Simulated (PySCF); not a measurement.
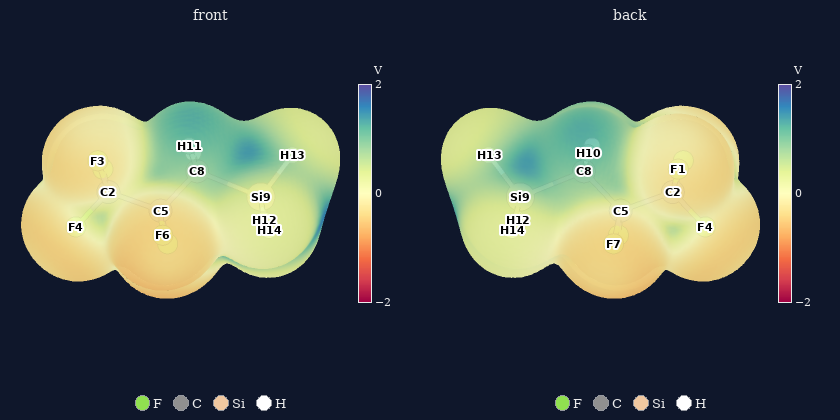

*C₃H₅F₅Si (SMILES FC(F)(F)C(F)(F)C[SiH3]). The molecular electrostatic potential painted on the density surface at 0.002 e/bohr³, seen from the front and from behind; red is negative and blue positive.*

Geometry: GFN2-xTB.

The calculation used PySCF 2.14.0, PBE0/pcSseg-1, SCF density, gas phase, non-relativistic.

```yaml
atoms:
  - { symbol: F, position_ang: [-2.2196, 1.0038, -1.0223] }
  - { symbol: C, position_ang: [-1.9933, 0.4337, 0.1659] }
  - { symbol: F, position_ang: [-1.9560, 1.4166, 1.0718] }
  - { symbol: F, position_ang: [-3.0409, -0.3344, 0.4490] }
  - { symbol: C, position_ang: [-0.6529, -0.3470, 0.1497] }
  - { symbol: F, position_ang: [-0.5211, -0.9458, 1.3626] }
  - { symbol: F, position_ang: [-0.7921, -1.3626, -0.7429] }
  - { symbol: C, position_ang: [0.5315, 0.5191, -0.1736] }
  - { symbol: Si, position_ang: [2.1529, -0.5115, -0.1720] }
  - { symbol: H, position_ang: [0.3570, 0.9750, -1.1472] }
  - { symbol: H, position_ang: [0.5754, 1.3158, 0.5675] }
  - { symbol: H, position_ang: [2.3322, -1.0626, 1.1675] }
  - { symbol: H, position_ang: [3.2020, 0.4493, -0.5091] }
  - { symbol: H, position_ang: [2.0242, -1.5499, -1.1891] }
```

Q: Describe the electrostatic potential map.

A: The most negative region (about −0.6 V) lies over F6 and F7, the most positive (about +1.4 V) over Si9.

Q: What dipole moment does the calculation give?

A: Its dipole moment is 2.35 D.
